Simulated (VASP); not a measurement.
Band structure of OsRu₃ (space group P6_3/mmc). Method: PBEsol GGA, VASP's PBE PAW potentials (set 64) (plane waves; VASP).

Unless said otherwise, spin-orbit coupling is left out, though it shifts the bands of the heavy elements here.

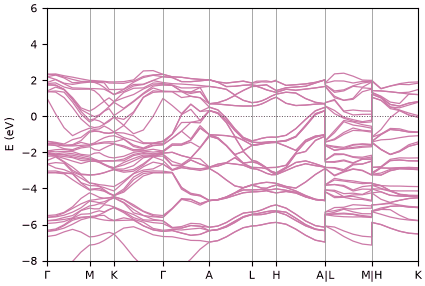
Fig. 1. Bands along high-symmetry lines, zero at the valence-band maximum or, without a gap, the Fermi level

Task: Read the plot: is there a gap, and where are the band edges?

Result: It has no gap at this level: it comes out as a metal or semimetal.

The structure comes from a computed database's OsRu3 entry (P6_3/mmc); how it stands against other phases isn't given here. The cell was not relaxed at this level. The k-mesh is coarse (spacing up to 0.33 per Å, 2π included), so the numbers may not be converged in it.
